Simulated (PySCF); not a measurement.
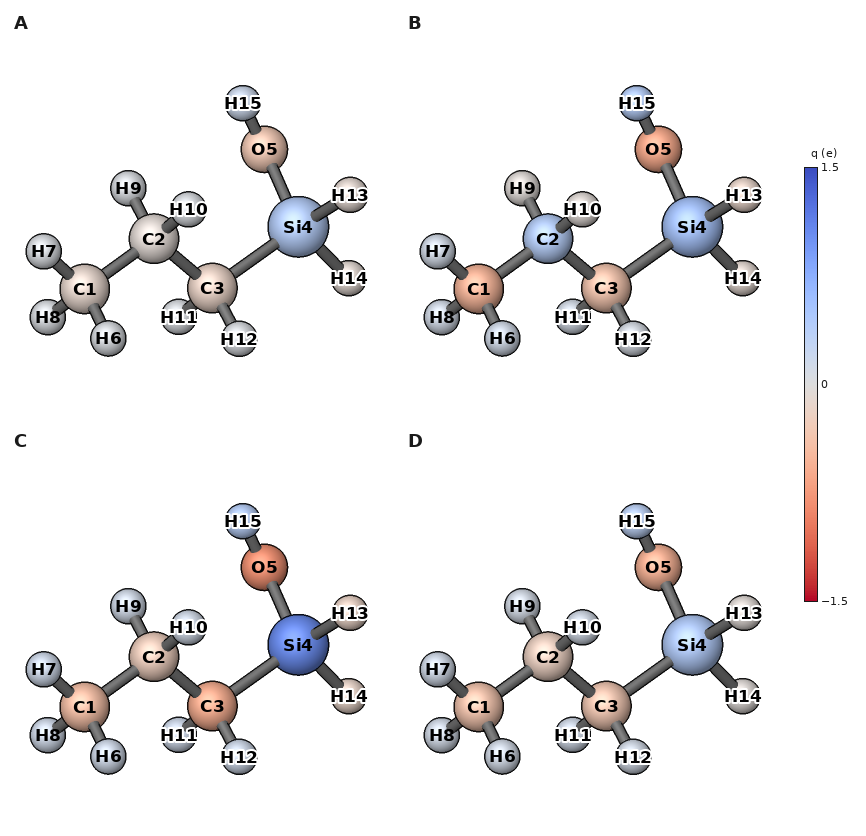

Atomic charges of one calculation by 4 schemes, on one colour scale. The computed structure is the end point of a PBE0-D3(BJ)/def2-SVP optimisation. No frequency run is at hand to confirm it as a minimum. Method: PBE0/def2-TZVP (PySCF 2.14.0).

The schemes are ESP-fitted, Hirshfeld, IAO, Mulliken. Which panel shows which?

Answer. A Hirshfeld, B ESP-fitted, C IAO, D Mulliken.

List the charges (e), one line for each set of equivalent atoms.

```json
{"atom": "C1", "Hirshfeld": "−0.12", "ESP-fitted": "−0.51", "IAO": "−0.42", "Mulliken": "−0.36"}
{"atom": "C2", "Hirshfeld": "−0.07", "ESP-fitted": "0.38", "IAO": "−0.24", "Mulliken": "−0.21"}
{"atom": "C3", "Hirshfeld": "−0.17", "ESP-fitted": "−0.36", "IAO": "−0.58", "Mulliken": "−0.33"}
{"atom": "Si4", "Hirshfeld": "0.39", "ESP-fitted": "0.51", "IAO": "1.02", "Mulliken": "0.41"}
{"atom": "O5", "Hirshfeld": "−0.31", "ESP-fitted": "−0.61", "IAO": "−0.80", "Mulliken": "−0.54"}
{"atom": "H6", "Hirshfeld": "0.04", "ESP-fitted": "0.12", "IAO": "0.14", "Mulliken": "0.12"}
{"atom": "H7", "Hirshfeld": "0.04", "ESP-fitted": "0.11", "IAO": "0.14", "Mulliken": "0.12"}
{"atom": "H8", "Hirshfeld": "0.04", "ESP-fitted": "0.12", "IAO": "0.14", "Mulliken": "0.12"}
{"atom": "H9", "Hirshfeld": "0.04", "ESP-fitted": "−0.05", "IAO": "0.13", "Mulliken": "0.10"}
{"atom": "H10", "Hirshfeld": "0.04", "ESP-fitted": "−0.05", "IAO": "0.13", "Mulliken": "0.11"}
{"atom": "H11", "Hirshfeld": "0.04", "ESP-fitted": "0.10", "IAO": "0.15", "Mulliken": "0.12"}
{"atom": "H12", "Hirshfeld": "0.04", "ESP-fitted": "0.07", "IAO": "0.15", "Mulliken": "0.11"}
{"atom": "H13", "Hirshfeld": "−0.09", "ESP-fitted": "−0.14", "IAO": "−0.17", "Mulliken": "−0.06"}
{"atom": "H14", "Hirshfeld": "−0.08", "ESP-fitted": "−0.09", "IAO": "−0.14", "Mulliken": "−0.04"}
{"atom": "H15", "Hirshfeld": "0.17", "ESP-fitted": "0.38", "IAO": "0.37", "Mulliken": "0.32"}
```
